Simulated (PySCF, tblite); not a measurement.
# 1h-indazole: dynamics, then NMR shifts on frames, part 2 of 2

tblite 0.8.0 and PySCF 2.14.0. Atoms count from 0. Earlier steps stand in the parts before.

**5. Nuclear shieldings: 625 fs, PBE0/pcSseg-1**

Job settings and geometry (Å):

```
{"job": {"kind": "nmr", "xc": "PBE0", "basis": "pcSseg-1", "pop": false}, "charge": 0, "multiplicity": 1}
C     -2.074300     1.375200    -0.276900
C     -2.467000    -0.029300    -0.389900
C     -1.428200    -0.870700    -0.293900
C     -0.192000    -0.348400     0.106500
N      1.070800    -0.996500     0.164600
N      2.078300    -0.162900     0.292400
C      1.566500     1.013700     0.506800
C      0.146600     1.028500     0.296000
C     -0.901400     1.930500     0.112500
H     -2.836600     1.993500    -0.798400
H     -3.364000    -0.477400    -0.669300
H     -1.578200    -1.812800    -0.512500
H      1.234300    -1.949700    -0.057600
H      2.232500     1.855500     0.711500
H     -0.889300     2.944800     0.102300
```

Method: GIAO PBE0/pcSseg-1 NMR shielding, non-relativistic, gas phase.

Log:

```text
coarse grid: 13448 points
cycle   1  E = -379.2146807391  dE =  2.059e+00  |g| = 4.048e-01  |ddm| = 4.088e+00
cycle   2  E = -379.1898857886  dE =  2.479e-02  |g| = 5.304e-01  |ddm| = 1.092e+00
cycle   3  E = -379.2554440164  dE = -6.556e-02  |g| = 1.285e-01  |ddm| = 5.915e-01
cycle   4  E = -379.2590184161  dE = -3.574e-03  |g| = 4.322e-02  |ddm| = 1.587e-01
cycle   5  E = -379.2594106810  dE = -3.923e-04  |g| = 1.514e-02  |ddm| = 4.918e-02
cycle   6  E = -379.2594573023  dE = -4.662e-05  |g| = 4.374e-03  |ddm| = 1.784e-02
cycle   7  E = -379.2594612389  dE = -3.937e-06  |g| = 1.570e-03  |ddm| = 6.406e-03
final grid: 132672 points
cycle   8  E = -379.3094827531  dE = -3.478e-05  |g| = 6.894e-03  |ddm| = 5.005e-02
cycle   9  E = -379.3094794202  dE =  3.333e-06  |g| = 7.879e-03  |ddm| = 1.807e-02
cycle  10  E = -379.3094945863  dE = -1.517e-05  |g| = 1.638e-03  |ddm| = 1.013e-02
cycle  11  E = -379.3094952694  dE = -6.831e-07  |g| = 2.670e-04  |ddm| = 1.756e-03
cycle  12  E = -379.3094952838  dE = -1.441e-08  |g| = 1.148e-04  |ddm| = 3.471e-04
cycle  13  E = -379.3094952869  dE = -3.018e-09  |g| = 3.184e-05  |ddm| = 1.321e-04
cycle  14  E = -379.3094952870  dE = -1.750e-10  |g| = 1.776e-05  |ddm| = 4.630e-05
converged SCF energy = -379.3094952870

GIAO shielding tensors (ppm)
atom      isotropic    diamagn.    paramagn.     s11        s22        s33       span
  0 C       53.541     252.081    -198.539    -46.406     29.901    177.129    223.534
  1 C       50.730     257.886    -207.155    -80.140     50.979    181.351    261.491
  2 C       67.027     253.941    -186.914    -39.041     57.247    182.874    221.916
  3 C       32.914     252.487    -219.573    -31.574     -8.413    138.728    170.303
  4 N       60.970     327.623    -266.653    -28.896     86.625    125.181    154.077
  5 N      -81.230     321.725    -402.955   -346.726    -98.368    201.403    548.128
  6 C       53.577     244.595    -191.018    -23.636     57.904    126.465    150.102
  7 C       56.532     262.276    -205.744     -6.871      4.208    172.260    179.131
  8 C       68.176     245.415    -177.239    -31.444     50.926    185.044    216.487
  9 H       23.985      26.674      -2.689     18.767     25.835     27.352      8.585
 10 H       23.839      32.192      -8.354     21.090     22.373     28.053      6.963
 11 H       25.369      35.602     -10.233     21.222     24.375     30.511      9.289
 12 H       22.665      34.980     -12.316     15.451     25.095     27.448     11.997
 13 H       23.573      28.989      -5.416     19.366     25.145     26.208      6.842
 14 H       24.555      31.915      -7.359     20.158     25.137     28.371      8.212
```

It took 44 s on 1 thread of Arm Neoverse N1, shared host; peak memory 0.85 GiB.

Key values: δ C3 154.0, C1 136.2, C0 133.4, C6 133.3, H12 9.05, H13 8.14 ppm.

**6. NMR shieldings: 800 fs, PBE0/pcSseg-1**

Job settings and geometry (Å):

```
{"job": {"kind": "nmr", "xc": "PBE0", "basis": "pcSseg-1", "pop": false}, "charge": 0, "multiplicity": 1}
C     -2.048700     1.171300     0.541100
C     -2.282800    -0.235300     0.589700
C     -1.242200    -1.103500     0.342800
C     -0.038900    -0.573600    -0.098100
N      1.202600    -1.119700    -0.368700
N      2.158000    -0.236500    -0.669400
C      1.620600     0.906700    -0.474600
C      0.220000     0.853500    -0.109100
C     -0.814500     1.665500     0.259100
H     -2.840200     1.872200     0.879900
H     -3.145500    -0.676100     0.983900
H     -1.383000    -2.134400     0.210300
H      1.379800    -2.091400    -0.481700
H      2.186000     1.776400    -0.590900
H     -0.525500     2.734400     0.196000
```

Level: GIAO PBE0/pcSseg-1 NMR shielding, non-relativistic, gas phase.

Log:

```text
coarse grid: 13448 points
cycle   1  E = -379.2460494747  dE =  2.018e+00  |g| = 3.939e-01  |ddm| = 4.078e+00
cycle   2  E = -379.2176004319  dE =  2.845e-02  |g| = 5.310e-01  |ddm| = 1.107e+00
cycle   3  E = -379.2850248405  dE = -6.742e-02  |g| = 1.248e-01  |ddm| = 6.275e-01
cycle   4  E = -379.2885064418  dE = -3.482e-03  |g| = 4.138e-02  |ddm| = 1.658e-01
cycle   5  E = -379.2888752209  dE = -3.688e-04  |g| = 1.331e-02  |ddm| = 4.690e-02
cycle   6  E = -379.2889095090  dE = -3.429e-05  |g| = 4.247e-03  |ddm| = 1.527e-02
cycle   7  E = -379.2889132231  dE = -3.714e-06  |g| = 1.280e-03  |ddm| = 6.425e-03
final grid: 132672 points
cycle   8  E = -379.3385365290  dE = -3.605e-05  |g| = 7.065e-03  |ddm| = 4.613e-02
cycle   9  E = -379.3385335203  dE =  3.009e-06  |g| = 8.008e-03  |ddm| = 1.999e-02
cycle  10  E = -379.3385489881  dE = -1.547e-05  |g| = 1.610e-03  |ddm| = 1.061e-02
cycle  11  E = -379.3385496429  dE = -6.548e-07  |g| = 3.018e-04  |ddm| = 1.739e-03
cycle  12  E = -379.3385496623  dE = -1.942e-08  |g| = 1.208e-04  |ddm| = 4.039e-04
cycle  13  E = -379.3385496657  dE = -3.407e-09  |g| = 4.074e-05  |ddm| = 1.579e-04
cycle  14  E = -379.3385496660  dE = -3.446e-10  |g| = 1.720e-05  |ddm| = 5.498e-05
converged SCF energy = -379.3385496660

GIAO shielding tensors (ppm)
atom      isotropic    diamagn.    paramagn.     s11        s22        s33       span
  0 C       65.319     252.803    -187.484    -29.902     47.349    178.510    208.412
  1 C       55.096     254.311    -199.215    -55.218     36.577    183.928    239.146
  2 C       75.158     253.483    -178.325    -16.584     58.720    183.339    199.923
  3 C       34.569     254.192    -219.623    -47.944     -1.162    152.814    200.758
  4 N       71.474     327.969    -256.495     -1.668     99.169    116.922    118.590
  5 N      -65.192     323.251    -388.443   -307.936    -82.963    195.324    503.260
  6 C       53.627     244.408    -190.781    -23.828     53.106    131.603    155.430
  7 C       52.247     264.751    -212.503    -21.011     12.775    164.978    185.989
  8 C       63.011     247.920    -184.909    -28.534     38.137    179.431    207.966
  9 H       23.812      27.735      -3.924     19.204     25.988     26.244      7.041
 10 H       24.237      30.394      -6.157     20.596     24.331     27.785      7.189
 11 H       24.491      31.746      -7.255     19.511     25.511     28.450      8.939
 12 H       23.044      34.700     -11.655     15.261     25.342     28.531     13.270
 13 H       24.481      30.854      -6.373     20.463     25.793     27.187      6.724
 14 H       23.093      29.638      -6.545     17.571     24.606     27.102      9.531
```

It took 44 s on 1 thread of Arm Neoverse N1, shared host; peak memory 0.85 GiB.

This run: δ C3 152.4, C7 134.7, C6 133.3, C1 131.8, H12 8.67, H14 8.62 ppm.

**7. Nuclear shieldings: 1000 fs, PBE0/pcSseg-1**

Job settings and geometry (Å):

```
{"job": {"kind": "nmr", "xc": "PBE0", "basis": "pcSseg-1", "pop": false}, "charge": 0, "multiplicity": 1}
C     -1.864500     0.952700     0.740500
C     -1.689100    -0.365200     0.990500
C     -0.626500    -1.188100     0.504900
C      0.375900    -0.532200    -0.267000
N      1.597700    -0.920100    -0.515600
N      2.316300     0.045700    -1.116000
C      1.568500     1.128500    -1.084300
C      0.300900     0.854100    -0.477200
C     -0.849000     1.583100    -0.008800
H     -2.738200     1.392300     1.127400
H     -2.504200    -0.856200     1.568100
H     -0.523300    -2.243500     0.840700
H      1.831000    -1.874700    -0.718500
H      2.023500     2.069300    -1.350500
H     -0.850200     2.622300    -0.315100
```

With the program's defaults for keys left out, this is: GIAO PBE0/pcSseg-1 NMR shielding, non-relativistic, gas phase.

Log:

```text
coarse grid: 13448 points
cycle   1  E = -379.2452686413  dE =  1.918e+00  |g| = 3.700e-01  |ddm| = 4.025e+00
cycle   2  E = -379.2272203501  dE =  1.805e-02  |g| = 4.654e-01  |ddm| = 1.052e+00
cycle   3  E = -379.2798183962  dE = -5.260e-02  |g| = 1.255e-01  |ddm| = 5.551e-01
cycle   4  E = -379.2833596929  dE = -3.541e-03  |g| = 4.656e-02  |ddm| = 1.674e-01
cycle   5  E = -379.2838341212  dE = -4.744e-04  |g| = 1.542e-02  |ddm| = 5.335e-02
cycle   6  E = -379.2838853459  dE = -5.122e-05  |g| = 5.079e-03  |ddm| = 1.938e-02
cycle   7  E = -379.2838914113  dE = -6.065e-06  |g| = 1.526e-03  |ddm| = 7.267e-03
final grid: 132672 points
cycle   8  E = -379.3340499446  dE = -3.408e-05  |g| = 7.276e-03  |ddm| = 4.367e-02
cycle   9  E = -379.3340457647  dE =  4.180e-06  |g| = 8.500e-03  |ddm| = 1.867e-02
cycle  10  E = -379.3340629835  dE = -1.722e-05  |g| = 1.723e-03  |ddm| = 1.017e-02
cycle  11  E = -379.3340637459  dE = -7.624e-07  |g| = 3.538e-04  |ddm| = 1.857e-03
cycle  12  E = -379.3340637711  dE = -2.518e-08  |g| = 1.517e-04  |ddm| = 4.883e-04
cycle  13  E = -379.3340637764  dE = -5.367e-09  |g| = 5.331e-05  |ddm| = 1.885e-04
cycle  14  E = -379.3340637771  dE = -6.377e-10  |g| = 1.880e-05  |ddm| = 6.598e-05
converged SCF energy = -379.3340637771

GIAO shielding tensors (ppm)
atom      isotropic    diamagn.    paramagn.     s11        s22        s33       span
  0 C       63.561     253.907    -190.346    -44.978     54.166    181.496    226.474
  1 C       48.935     253.503    -204.568    -62.281     36.649    172.437    234.719
  2 C       64.675     253.642    -188.967    -25.654     51.842    167.837    193.491
  3 C       41.228     254.608    -213.380    -38.354      2.394    159.643    197.997
  4 N       76.555     327.728    -251.173    -14.368    107.311    136.721    151.089
  5 N      -88.574     322.983    -411.557   -346.114    -94.269    174.660    520.774
  6 C       43.286     245.222    -201.936    -45.782     45.523    130.118    175.900
  7 C       52.206     261.554    -209.348    -17.642     14.044    160.216    177.858
  8 C       55.453     247.176    -191.724    -32.503     21.853    177.008    209.510
  9 H       24.180      30.772      -6.592     20.507     24.914     27.120      6.613
 10 H       23.663      28.809      -5.145     19.054     25.089     26.846      7.792
 11 H       23.365      30.382      -7.016     18.554     24.463     27.079      8.524
 12 H       22.757      33.345     -10.587     15.333     25.040     27.899     12.566
 13 H       23.404      28.987      -5.583     19.846     24.619     25.748      5.902
 14 H       23.572      30.149      -6.576     18.869     24.671     27.177      8.308
```

Wall time 45 s (1 thread of Arm Neoverse N1, shared host); peak memory 0.85 GiB.

This run: δ C3 145.7, C6 143.6, C1 138.0, C7 134.7, H12 8.96, H11 8.35 ppm.

**8. Comparing the runs: NMR shifts**

Shifts (ppm) of some atoms, chosen among heavy atoms and hydrogens apart, with basis size and wall time:

```csv
frame,C3,C7,C8,H12,H11,N5,N4,functions,time
250 fs,134.6,124.5,124.3,10.33,8.17,360.6,198.7,183,45 s
425 fs,138.4,114.9,136.5,11.27,8.65,367.0,216.3,183,45 s
625 fs,154.0,130.4,118.7,9.05,6.35,349.0,206.8,183,44 s
800 fs,152.4,134.7,123.9,8.67,7.23,332.9,196.3,183,44 s
1000 fs,145.7,134.7,131.5,8.96,8.35,356.3,191.2,183,45 s
```

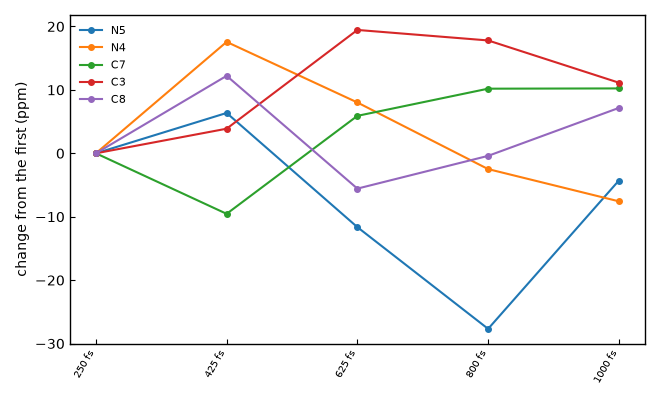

How five of the tabulated atoms move from run to run.

**9. Summary of results**

The summary covers parts 1 to 2.

| quantity | value |
| --- | --- |
| thermostat | 400 K |
| mean temperature, second half | 481 K |
| mean potential energy above the minimum | 0.82 eV |
| 13C shifts against TMS (PBE0/pcSseg-1, 250 fs) | 138.5, 135.8, 134.6, 124.5, 124.3, 123.8, 115.8 ppm |
| 1H shifts against TMS (PBE0/pcSseg-1, 250 fs) | 10.33, 8.73, 8.65, 8.17, 8.16, 6.73 ppm |
| 15N shifts against NH3 (PBE0/pcSseg-1, 250 fs) | 360.6, 198.7 ppm |
| range of the shift of N5 | 332.9 to 367.0 ppm |

**Reading.** In the second half the potential energy averages 0.82 eV above the minimum; equipartition over 39 harmonic modes at 400 K would give 0.67 eV. With 15 atoms the temperature swings widely (131 to 612 K). Shifts at one fixed geometry are not the observed spectrum, which averages over the motion. In the first frame run (250 fs): The widest tensor belongs to N5: span 523 ppm, with a paramagnetic part of -416 ppm. NICS(1)zz of -31 ppm above the planar ring from C0 marks a diatropic (aromatic) ring current. NICS(1)zz of -34 ppm above the planar ring from C3 marks a diatropic (aromatic) ring current. Across the 5 runs the shift of N5 moves most, between 332.9 (800 fs) and 367.0 ppm (425 fs).
